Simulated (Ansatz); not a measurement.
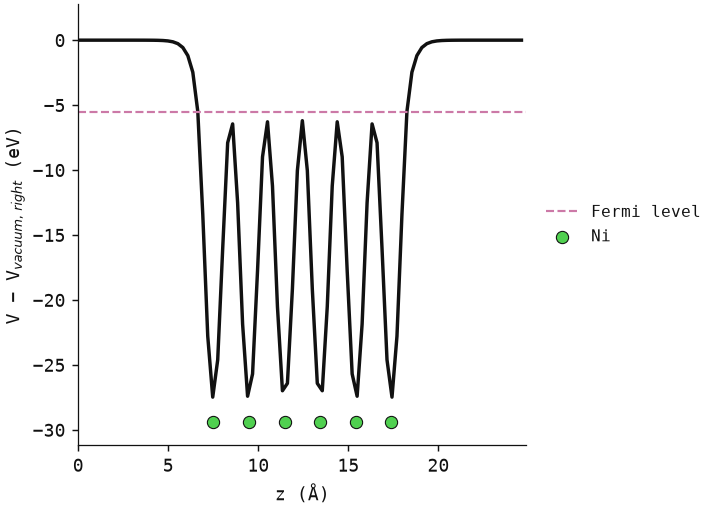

Plane-averaged electrostatic potential energy of an electron across the slab; circles at the bottom mark the heights of the atoms.

System: a (111) slab cut from Ni (Fm-3m), unrelaxed, 6 atoms in the cell.

```yaml
crystal:
  lattice:
    - [2.42118, 0.00000, 0.00000]
    - [-1.21059, 2.09680, 0.00000]
    - [0.00000, 0.00000, 24.88443]
  atoms:
    - { symbol: Ni, position: [0.66667, 0.33333, 0.30139] }
    - { symbol: Ni, position: [0.33333, 0.66667, 0.38084] }
    - { symbol: Ni, position: [0.00000, 0.00000, 0.46028] }
    - { symbol: Ni, position: [0.66667, 0.33333, 0.53972] }
    - { symbol: Ni, position: [0.33333, 0.66667, 0.61916] }
    - { symbol: Ni, position: [0.00000, 0.00000, 0.69861] }
```

Computed with Ansatz: DFT LDA, scalar-relativistic, plane waves, PAW, spin-polarised, 15×15×1 k mesh.

Read off the work function of each face.

Answer. The work function is 5.52 eV, the same on both faces. The two vacuum levels agree, so the slab has no net dipole along its normal.

How thick are slab and vacuum?

Answer. The outermost atoms are 9.9 Å apart, which leaves 15.0 Å of vacuum in a cell 24.9 Å high.
